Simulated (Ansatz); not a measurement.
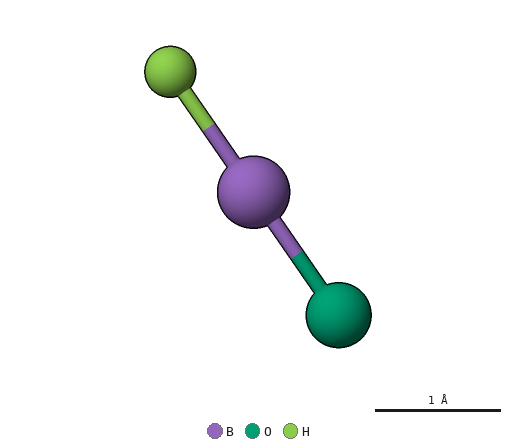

Ball-and-stick drawing of a structure. Every bond is drawn as one stick, whatever its order.

What does the picture show?

It has 3 atoms: 1 boron, 1 hydrogen and 1 oxygen (BHO). This geometry has C∞v symmetry. All atoms lie on one line. Coordination: 1 B linear.

More results for the same structure follow; atom numbers are the same in all pictures, views and colours differ. Computed geometry: PBE0-D4/def2-TZVP optimisation.

### Geometry

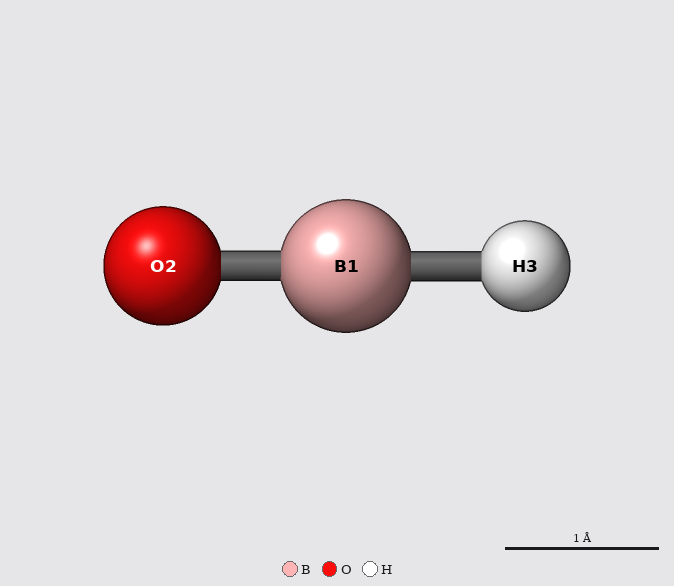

The atoms are numbered.

Give the bond lengths.

| bond | length (Å) |
| --- | --- |
| B1–O2 | 1.198 |
| B1–H3 | 1.173 |

### Thermal motion

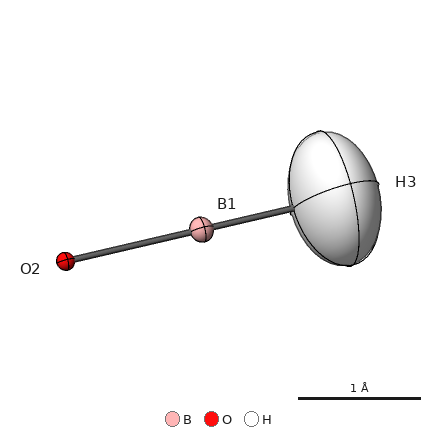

Displacement ellipsoids at the 50 % level, enlarged 3 times, from the internal vibrations of the free molecule (harmonic, no overall translation or rotation; no half-axis is drawn under 0.075 Å). Vibrations computed with RKS PBE0-D4/def2-TZVP (Ansatz 0.2.0). Temperature: 0 K (zero-point motion alone).

**Which atom has the largest mean-square displacement?**

H3, with U_eq = 0.0121 Å².

**Does H3 move more along its bond or across it?**

Across it: the root-mean-square amplitude is 0.078 Å along the bond and up to 0.123 Å across, since bending and torsion are softer than stretching.

Give the displacement parameters, one line for each set of equivalent atoms.

| atom | U_eq (Å²) | rms amplitudes (Å) |
| --- | --- | --- |
| B1 | 0.00049 | 0.021, 0.023, 0.023 |
| O2 | 0.00012 | 0.008, 0.008, 0.015 |
| H3 | 0.0121 | 0.078, 0.123, 0.123 |

### Dipole moment

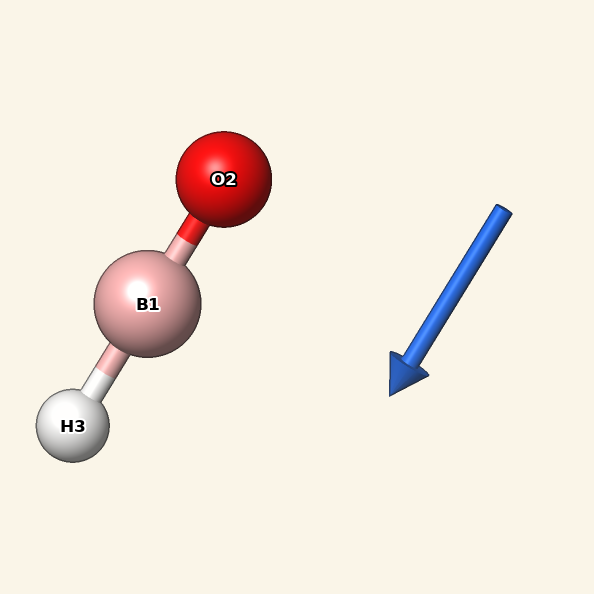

The arrow beside the molecule shows the direction of the dipole moment, from the negative to the positive end (its length means nothing). Method: RKS PBE0-D4/def2-TZVP (Ansatz 0.2.0).

**Estimate the dipole moment.**

2.76 D; it points from the side of O2 to the side of H3 (the outermost atoms at the two ends).

### Charges

The questions are on Mulliken charges. Method: RKS PBE0-D4/def2-TZVP (Ansatz 0.2.0).

Give the Mulliken charges atom by atom.

| atom | value (e) |
| --- | --- |
| B1 | 0.04 |
| O2 | −0.14 |
| H3 | 0.10 |

Mulliken values depend strongly on the basis set and can even reverse the polarity of a bond.
